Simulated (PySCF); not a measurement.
# C4H6F2O: the cost of one run

The runs use PySCF 2.14.0, with density-fitted response routines of our own; the level of theory stands in each step. All values are computed, except where a source is named. Atoms count from 0, in the outputs and in this text.

## 1. The molecule as given

13 atoms, charge 0, multiplicity 1; geometry from: GFN2-xTB. The atoms were then displaced at random by about 0.01 Å, so the start is not that level's minimum.

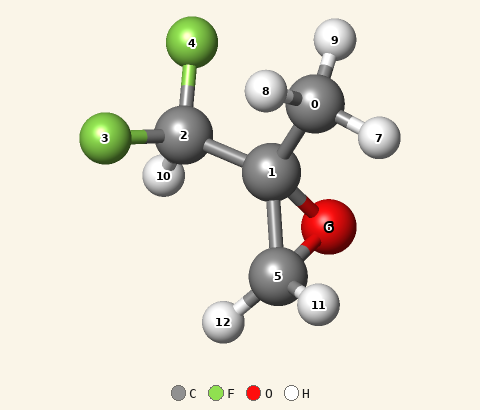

The starting geometry (carbon grey, fluorine green, oxygen red, hydrogen white), atoms numbered; sticks join atoms by distance.

## 2. Geometry optimisation at PBE0-D3(BJ)/def2-SVP

Job settings and geometry (Å):

```
{"job": {"xc": "PBE0", "basis": "def2-SVP", "d3": "d3bj", "grid": 1, "shake": 0.01, "kind": "geom"}, "charge": 0, "multiplicity": 1}
C     -0.980190    -1.040050     0.343770
C     -0.111100     0.072370    -0.196360
C      1.359140    -0.260150    -0.216780
F      1.922360    -0.177350     1.045280
F      1.598560    -1.531770    -0.630780
C     -0.460380     1.501500    -0.063070
O     -0.530140     0.826520    -1.288240
H     -2.023780    -0.695410     0.281580
H     -0.737250    -1.223920     1.391940
H     -0.877530    -1.920640    -0.242700
H      1.945560     0.416320    -0.848620
H     -1.396420     1.762190     0.402850
H      0.297010     2.253500     0.010810
```

The run is started by

```sh
> OMP_NUM_THREADS=1 python probes_run.py task.json out
```

This one command runs all jobs of the session in turn.

Q: Estimate the wall time and peak memory of this first job on 1 thread of Arm Neoverse V2, shared host.

About 73 s, with a peak of 0.51 GiB.
